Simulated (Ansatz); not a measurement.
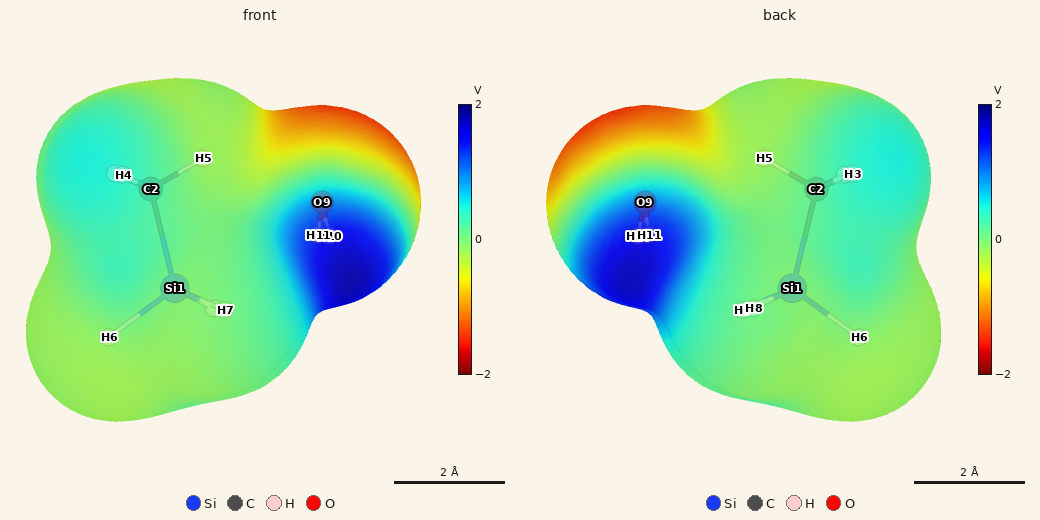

*CH6Si···H2O. The electrostatic potential painted on the density surface at 0.001 e/bohr³, seen from the front and from behind; red is negative and blue positive.*

Theory: RKS LDA/6-31G* in Ansatz.

```xyz
11

Si    0.2300   -0.2773    0.2397
C     0.3253   -0.0092    2.0795
H     0.5941   -0.9410    2.6089
H     1.0700    0.7650    2.3376
H    -0.6797    0.3209    2.4044
H     1.5387   -0.7325   -0.3491
H    -0.1563    0.9813   -0.4939
H    -0.7891   -1.3295   -0.1215
O    -2.6188    0.6031    1.1554
H    -2.3746    1.2261    0.4406
H    -2.7042   -0.2551    0.6908
```

Describe the electrostatic potential map.

The most negative region (about −1.4 V) lies over O9, the most positive (about +1.8 V) over H10 and H11. O9 is the likeliest acceptor of a hydrogen bond.
